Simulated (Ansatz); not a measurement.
# Cl3GeHS···HF: what the fields show

```json
{"atom": "Ge", "x (Å)": "-0.5882", "y (Å)": "0.0658", "z (Å)": "-0.4867"}
{"atom": "F", "x (Å)": "-0.0240", "y (Å)": "0.0466", "z (Å)": "2.3559"}
{"atom": "Cl", "x (Å)": "1.4713", "y (Å)": "-0.1425", "z (Å)": "0.0293"}
{"atom": "Cl", "x (Å)": "-0.6619", "y (Å)": "1.8850", "z (Å)": "-1.6130"}
{"atom": "Cl", "x (Å)": "-0.9487", "y (Å)": "-1.6150", "z (Å)": "-1.7842"}
{"atom": "S", "x (Å)": "-2.4582", "y (Å)": "0.1251", "z (Å)": "0.7515"}
{"atom": "H", "x (Å)": "-2.7382", "y (Å)": "-1.1799", "z (Å)": "0.5280"}
{"atom": "H", "x (Å)": "-0.8423", "y (Å)": "-0.0579", "z (Å)": "2.7736"}
```

Not at a stationary point (largest force 0.5 eV/Å).

Theory: RKS PBE0-D4/def2-SVP (Ansatz).

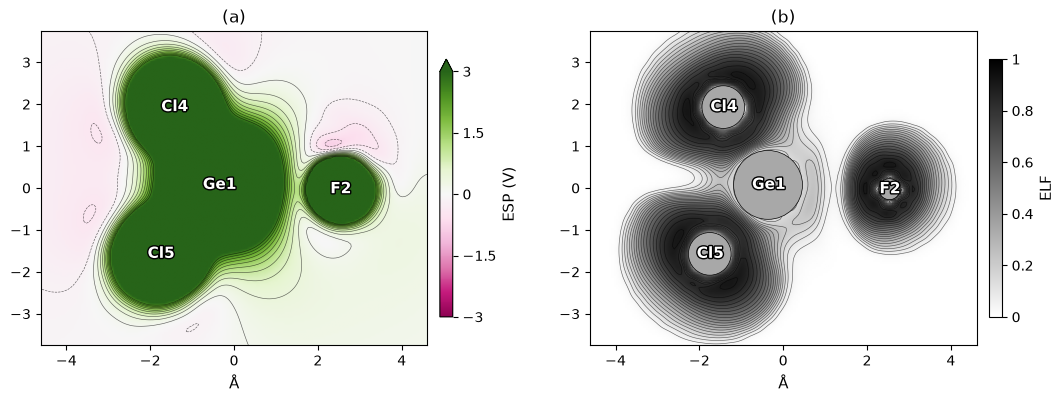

Figure 1. (a) electrostatic potential; (b) electron localisation function on the plane of atoms Cl4, Ge1 and Cl5. Grey discs cover the atomic cores in the ELF map.

### Describe what can be read from this map.

The plane passes through Ge, F and Cl nuclei.
Ge1···F2 (2.90 Å): the ELF dips to about 0.05 between them.
Ge–Cl (2.14 Å): the ELF peaks at about 0.85 in the valence shell of Cl, 0.8 Å from its nucleus, and is about 0.65 at the midpoint.
The ELF also peaks beside Cl5, F2 and Cl4, away from the bonds: lone-pair regions.
Outside the dense part of the complex the potential is most negative (−0.8 V) near F2.

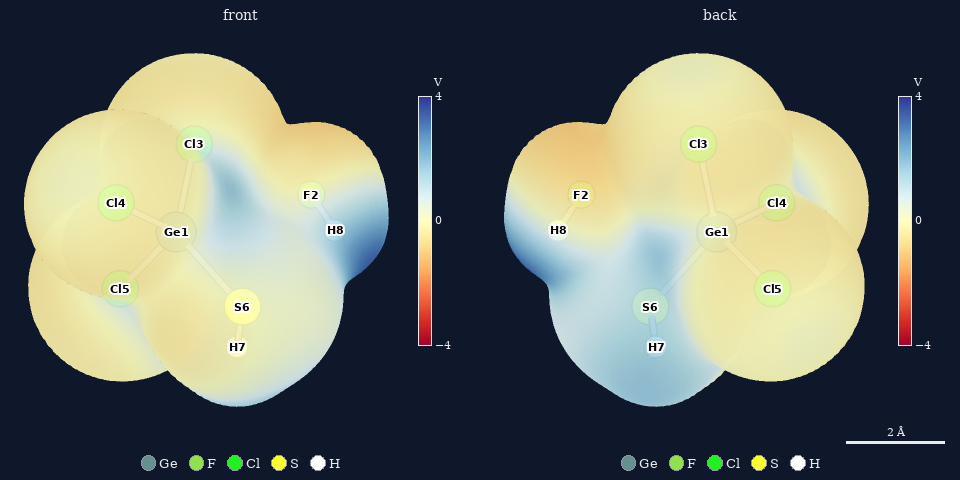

Figure 2. The molecular electrostatic potential painted on the density surface at 0.002 e/bohr³, seen from the front and from behind; red is negative and blue positive.

### Which sites attract a positive test charge, and which a negative one?

A positive charge is drawn to the negative regions and a negative charge to the positive ones. The most negative region (about −1.0 V) lies over F2, the most positive (about +3.2 V) over H8. Cl3 shows a σ-hole: about +0.2 V at the tip opposite its bond, against about −0.6 V on its flanks.

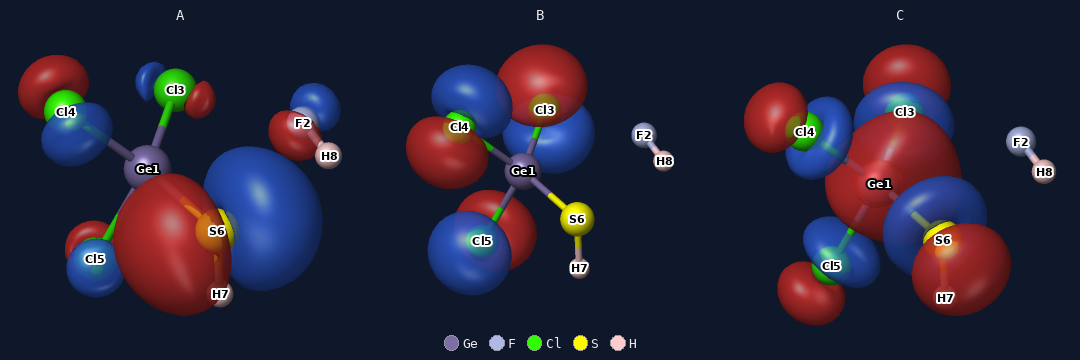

Figure 3. Three frontier orbitals at ±0.1 Å⁻³ᐟ² (blue and red are the two phases), in no order.

### Order the three orbitals by energy and name them.

B is the HOMO−1 (−9.01 eV). It lies mainly on Cl3 (about 40 %), Cl5 (about 30 %) and Cl4 (about 25 %); largely a combination of lone pairs on Cl3, Cl5 and Cl4. A is the HOMO (−8.27 eV). It lies mainly on S6 (about 75 %) and Cl4 (about 5 %); largely a lone pair of S6. C is the LUMO (−2.21 eV). Its weight (Hirshfeld) is mainly on Ge1 (about 30 %), S6 (about 25 %), Cl3 (about 20 %), Cl4 (about 10 %) and Cl5 (about 10 %).

### What is the HOMO–LUMO gap?

6.06 eV between the orbital energies.
